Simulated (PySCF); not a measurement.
# NMR shielding calculation of C$_{5}$H$_{13}$AlP$_{2}$

System: C$_{5}$H$_{13}$AlP$_{2}$.
Method: GIAO PBE0/pcSseg-1 NMR shielding, non-relativistic, IEF-PCM benzene (PySCF 2.14.0).

The geometry comes from this level: PBE0-D3(BJ)/def2-SVP. It belongs to a series of runs on one base structure; here: solvent benzene. Figures and captions count atoms from 1; the log counts them from 0 in places.

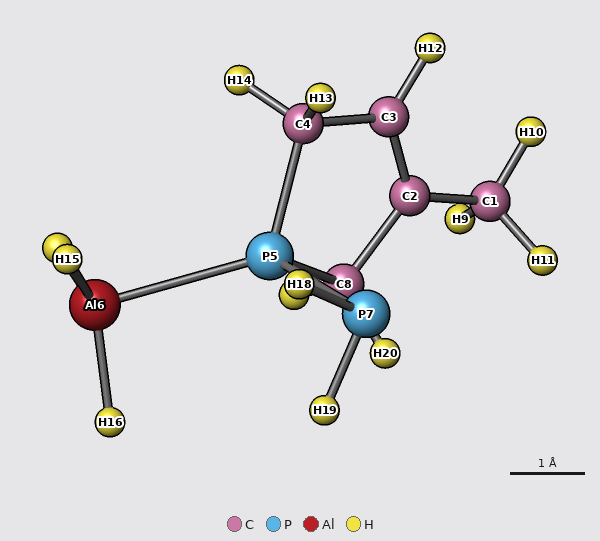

Figure 1. The input geometry (ball-and-stick view, seen at a tilt; atoms are numbered from 1 in the order of the input). Sticks mark near contacts.

Input file:
```
{"job": {"kind": "nmr", "xc": "PBE0", "basis": "pcSseg-1", "solvent": "benzene", "pop": false}, "charge": 0, "multiplicity": 1}
C     -2.890068    -1.127091    -0.352290
C     -1.590417    -0.542000     0.089378
C     -1.379858     0.103182     1.246173
C      0.007428     0.593018     1.541045
P      0.923091     0.376833    -0.057169
Al     3.265624    -0.392468    -0.033475
P      0.510116     2.305003    -1.063908
C     -0.381461    -0.706649    -0.799776
H     -2.791792    -2.210208    -0.534190
H     -3.679576    -0.972899     0.395908
H     -3.220358    -0.675328    -1.302563
H     -2.177203     0.249482     1.981172
H      0.042709     1.642300     1.876731
H      0.506273    -0.006278     2.323537
H      3.910997     0.846706     0.761224
H      3.498910    -0.463117    -1.622554
H      3.059807    -1.775720     0.760988
H      1.559914     2.972317    -0.359782
H      1.358892     1.988993    -2.169664
H     -0.579189    -0.431056    -1.849021
H     -0.025582    -1.752501    -0.809438
```

The first line tells a small driver script what to run in PySCF; the rest is the geometry in Å.

Run on 1 CPU thread, shared host.

Command:
```bash
OMP_NUM_THREADS=1 python <driver script> task.json out
```

Output:
```
coarse grid: 18368 points
cycle   1  E = -1122.7142639784  dE =  5.776e-01  |g| = 3.657e-01  |ddm| = 4.142e+00
cycle   2  E = -1122.7175711425  dE = -3.307e-03  |g| = 3.604e-01  |ddm| = 7.225e-01
cycle   3  E = -1122.7515594673  dE = -3.399e-02  |g| = 4.858e-02  |ddm| = 4.201e-01
cycle   4  E = -1122.7522088967  dE = -6.494e-04  |g| = 1.594e-02  |ddm| = 8.027e-02
cycle   5  E = -1122.7522710927  dE = -6.220e-05  |g| = 5.362e-03  |ddm| = 2.153e-02
cycle   6  E = -1122.7522775840  dE = -6.491e-06  |g| = 1.668e-03  |ddm| = 5.896e-03
final grid: 161624 points
cycle   7  E = -1122.8013873548  dE = -2.806e-05  |g| = 8.317e-03  |ddm| = 3.269e-02
cycle   8  E = -1122.8013731142  dE =  1.424e-05  |g| = 1.114e-02  |ddm| = 1.937e-02
cycle   9  E = -1122.8014056584  dE = -3.254e-05  |g| = 1.496e-03  |ddm| = 1.150e-02
cycle  10  E = -1122.8014062090  dE = -5.506e-07  |g| = 2.449e-04  |ddm| = 1.426e-03
cycle  11  E = -1122.8014062233  dE = -1.431e-08  |g| = 8.827e-05  |ddm| = 3.680e-04
cycle  12  E = -1122.8014062252  dE = -1.958e-09  |g| = 2.085e-05  |ddm| = 1.090e-04
cycle  13  E = -1122.8014062254  dE = -1.082e-10  |g| = 3.650e-06  |ddm| = 2.565e-05
```

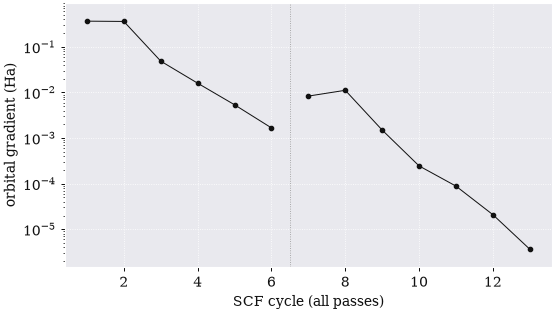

Figure 2. Convergence of the self-consistent field: orbital gradient against the SCF cycle. The dotted line marks the change from a coarse to the final integration grid. The first 6 cycles use a coarse grid, the final grid takes over at cycle 7, and the field converges after 13 cycles in all.

```
converged SCF energy = -1122.8014062254

GIAO shielding tensors (ppm)
atom      isotropic    diamagn.    paramagn.     s11        s22        s33       span
  0 C      163.778     242.774     -78.997    147.205    156.791    187.337     40.132
  1 C       36.174     263.986    -227.812    -73.765     52.151    130.136    203.902
  2 C       53.306     254.815    -201.509    -44.339     80.186    124.071    168.410
  3 C      150.259     256.190    -105.931    126.139    151.166    173.472     47.334
  4 P      346.679     970.162    -623.483    276.955    346.738    416.346    139.391
  5 Al     451.036     794.703    -343.667    439.066    449.666    464.376     25.309
  6 P      511.372     967.640    -456.268    440.629    515.143    578.344    137.715
  7 C      147.121     256.005    -108.885    122.106    145.048    174.208     52.102
  8 H       29.446      27.076       2.370     25.059     27.476     35.804     10.745
  9 H       29.034      27.276       1.758     24.351     27.658     35.094     10.743
 10 H       29.416      27.314       2.102     25.066     27.901     35.281     10.215
 11 H       25.514      32.368      -6.854     22.610     25.931     28.000      5.390
 12 H       28.970      32.249      -3.279     24.497     27.343     35.068     10.571
 13 H       28.189      31.792      -3.603     23.079     26.378     35.110     12.031
 14 H       27.607      29.373      -1.765     24.402     26.694     31.727      7.325
 15 H       27.594      29.461      -1.867     24.441     26.729     31.612      7.171
 16 H       27.507      29.387      -1.880     24.011     26.579     31.930      7.919
 17 H       28.295      29.679      -1.384     23.132     25.923     35.830     12.698
 18 H       28.222      29.700      -1.478     23.115     25.930     35.619     12.504
 19 H       29.220      33.866      -4.646     24.702     28.735     34.222      9.520
 20 H       28.372      33.096      -4.725     23.014     27.580     34.521     11.506
```

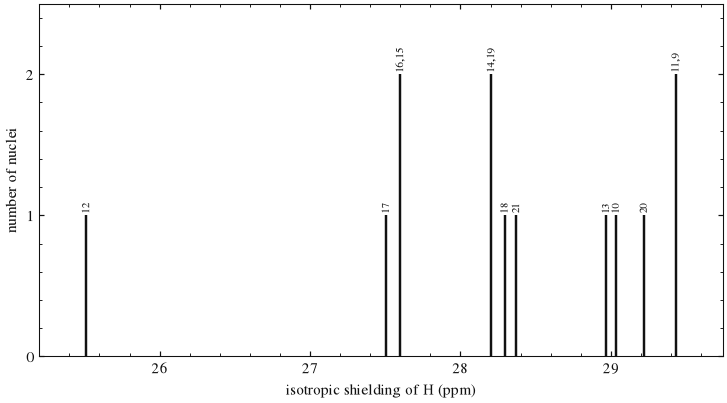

Figure 3. Isotropic shieldings of the hydrogen nuclei in this fixed geometry, labelled by atom number; shielding grows to the right, so chemical shift grows to the left. The least shielded is H12 (25.5 ppm), the most shielded H9 (29.4 ppm).

Results in brief:

```csv
quantity,value
outcome,converged
total energy,−1122.801406 hartree
HOMO,−7.24 eV
LUMO,−0.62 eV
dipole moment,5.77 D
"isotropic shielding, C",36.2 to 163.8 ppm
"isotropic shielding, P",346.7 to 511.4 ppm
"isotropic shielding, Al",451.0 ppm
"isotropic shielding, H",25.5 to 29.4 ppm
wall time,48 s
peak memory,1.3 GiB
```
